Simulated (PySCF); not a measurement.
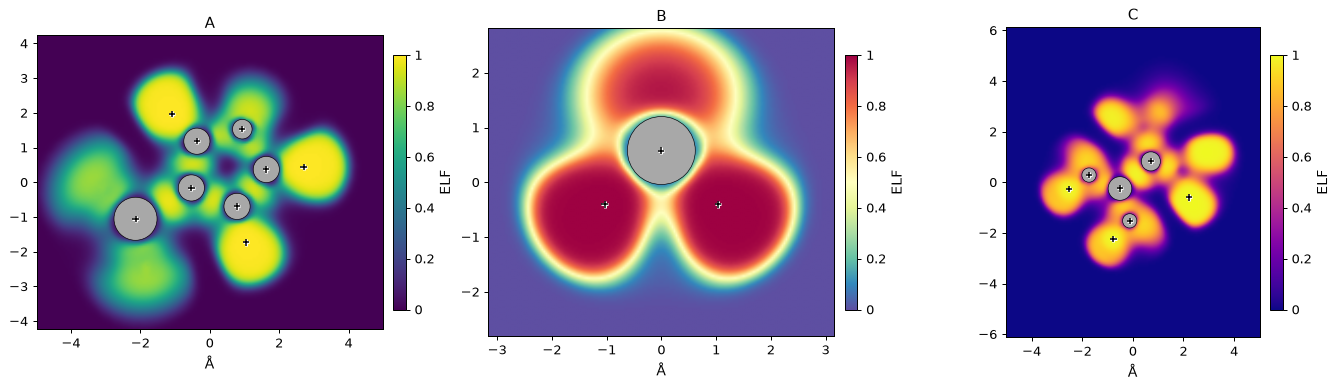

The electron localisation function of 3 systems, each on a plane through atoms (crosses mark nuclei in the plane; grey discs cover the cores).

Level of theory: PySCF 2.14.0, PBE0/pcSseg-1, SCF density, gas phase, non-relativistic.

System 1: PH3, the plane of atoms H2, P1 and H4. Geometry: PBE0-D3(BJ)/def2-SVP.

```xyz
4

P    -0.0037    0.0053    0.5048
H    -0.5815    1.0469   -0.2843
H     1.1976   -0.0154   -0.2685
H    -0.6119   -1.0250   -0.2763
```

System 2: C4H8BO2 (charge +1), the plane of atoms B5, O6 and H14. Geometry: GFN2-xTB.

```yaml
atoms:
  - { symbol: C, position_ang: [-1.8625, -1.1463, 1.1390] }
  - { symbol: C, position_ang: [-0.5621, -0.9094, 0.8589] }
  - { symbol: C, position_ang: [-0.0804, -0.0489, -0.1494] }
  - { symbol: C, position_ang: [-0.8247, 0.2677, -1.3417] }
  - { symbol: B, position_ang: [1.4040, 0.5852, 0.0182] }
  - { symbol: O, position_ang: [1.5960, 1.7288, -0.6408] }
  - { symbol: O, position_ang: [2.2374, -0.1133, 0.7886] }
  - { symbol: H, position_ang: [-2.1454, -1.8233, 1.9297] }
  - { symbol: H, position_ang: [-2.6677, -0.6179, 0.6508] }
  - { symbol: H, position_ang: [0.2030, -1.3477, 1.4919] }
  - { symbol: H, position_ang: [-0.3127, -0.2026, -2.1921] }
  - { symbol: H, position_ang: [-1.8612, -0.0608, -1.3414] }
  - { symbol: H, position_ang: [-0.7042, 1.3330, -1.5667] }
  - { symbol: H, position_ang: [2.4330, 2.1945, -0.5975] }
  - { symbol: H, position_ang: [3.1431, 0.1689, 0.9306] }
```

System 3: C4H4O4P (charge −1), the plane of atoms C6, C7 and H12. Geometry: GFN2-xTB.

```xyz
13

O     2.0220    1.5164   -0.8431
P     1.7023    0.0774   -0.6176
O     2.0601   -0.9732   -1.5980
O     2.3484   -0.3299    0.8712
C    -0.0781   -0.0926   -0.1880
C    -0.9703    0.8819    0.3312
C    -2.1789    0.2747    0.4423
O    -2.1098   -1.0106    0.0288
C    -0.8257   -1.2112   -0.3522
H     2.4483    0.5286    1.2769
H    -0.7245    1.8972    0.5706
H    -3.1373    0.6226    0.7820
H    -0.5608   -2.1808   -0.7218
```

Q: Which map belongs to which system?

A: Panel A is system 3, C4H4O4P: the plane holds P, C, O and H. C–O (1.35 Å): the ELF peaks at about 0.90 between the atoms; a shared but strongly polarised pair. Panel B is system 1, PH3: the plane holds P and H. P–H (1.43 Å): the ELF climbs to about 1 towards the hydrogen, as it does in any bond to H. Panel C is system 2, C4H8BO2: the plane holds C, B, O and H. B–O (1.33 Å): the ELF peaks at about 0.90 between the atoms: a polar covalent bond.
